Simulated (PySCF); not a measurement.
F$_{3}$H$_{2}$HfO (charge +1)

The calculation's input:

```
mol = gto.M(atom='''
Hf     0.02917    -0.04062     0.04062
F      1.04141     1.14909     1.07332
F     -1.10121    -1.09529     1.09529
F      1.04141    -1.07332    -1.14909
O     -1.21741     1.22846    -1.22846
H     -1.54814     2.12088    -1.01362
H     -1.54814     1.01362    -2.12088''',
    basis={'Hf': 'def2-SVP', 'F': 'def2-SVP', 'O': 'def2-SVP', 'H': 'def2-SVP'},
    ecp={'Hf': 'def2-SVP'},
    charge=1, spin=0)
mf = dft.RKS(mol, xc='PBE0')
mf.grids.atom_grid = (75, 302)  # f atoms: at least (60, 302), unpruned
mf = mf.density_fit()  # Hf def2-universal-JKFIT, F def2-universal-JKFIT, O def2-universal-JKFIT, H def2-universal-JKFIT
mf.conv_tol = 1e-09; mf.max_cycle = 55
mf.kernel(dm0)
```

Command:

```sh
OMP_NUM_THREADS=2 python run.py
```

Core potentials replace the inner electrons of Hf.

Theory: RKS PBE0, Hf def2-SVP with ECP60, F def2-SVP, O def2-SVP, H def2-SVP; non-relativistic Hamiltonian with scalar-relativistic core potentials where named; density fitting in PySCF 2.14.0.

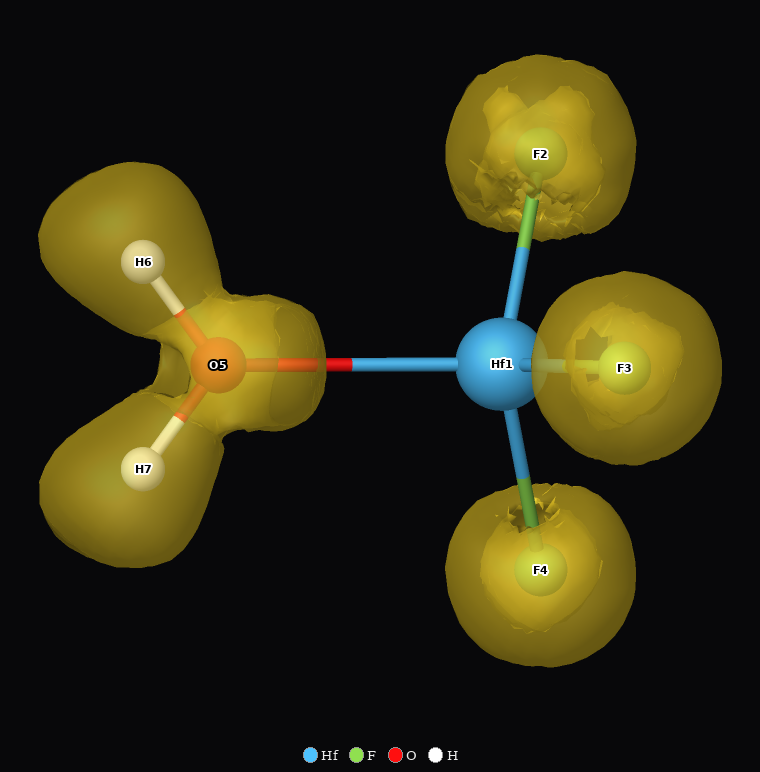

Figure 1. Isosurface of the ELF at 0.8 (yellow), seen at a tilt. Only the valence region is drawn (cores and ρ < 0.01 e/Å³ removed).

### What do the ELF domains correspond to?

The ELF exceeds this value in three regions wrapped around F (the valence shell of each) and one joined region spread over several atoms (H, O), in which their bonds and any lone pairs are merged.


Hf–F (1.87 Å): the ELF peaks at about 0.80 in the valence shell of F, 0.5 Å from its nucleus, and drops to about 0.20 between the two atoms. Hf–O (2.19 Å): the ELF peaks at about 0.90 in the valence shell of O, 0.6 Å from its nucleus, and drops to about 0.15 between the two atoms.

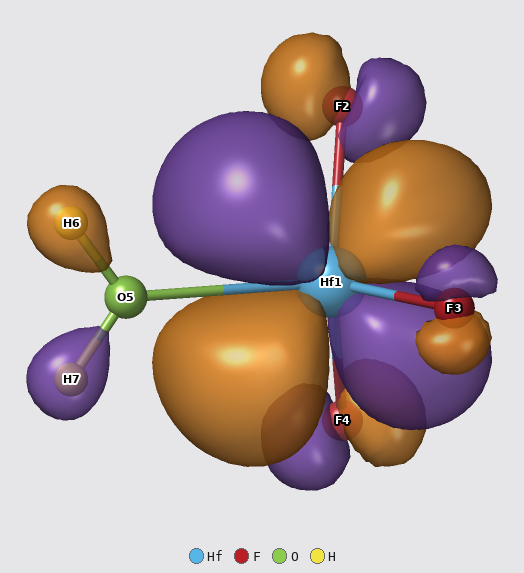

Figure 2. The LUMO at ±0.1 Å⁻³ᐟ² (orange and purple are the two phases), seen at a tilt.

### Where does this orbital lie, and at what energy?

It lies mainly on Hf1 (about 75 %), F2 (about 10 %) and F4 (about 10 %). Its energy is −6.73 eV.

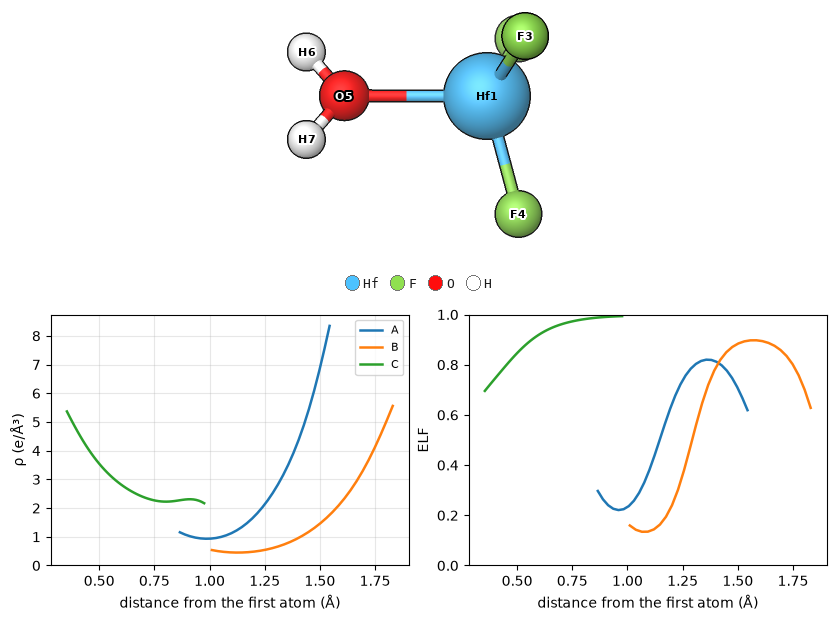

Figure 3. Electron density and electron localisation function along straight lines between neighbouring atoms. The curves leave out the atomic cores. The structure is drawn too.

### Which curve belongs to which contact (Hf–F, Hf–O and O–H)? The first atom named is at distance zero.

Curve A: Hf–F (1.87 Å): ρ is about 0.97 e/Å³ halfway; the ELF peaks at about 0.80 in the valence shell of F, 0.5 Å from its nucleus, and drops to about 0.20 between the two atoms. Curve B: Hf–O (2.19 Å): ρ at the midpoint is about 0.46 e/Å³; the ELF peaks at about 0.90 in the valence shell of O, 0.6 Å from its nucleus, and drops to about 0.15 between the two atoms. Curve C: O–H (0.98 Å): ρ is about 3.7 e/Å³ halfway; the ELF climbs to about 1 towards the hydrogen, as it does in any bond to H (an ordinary covalent bond to hydrogen).
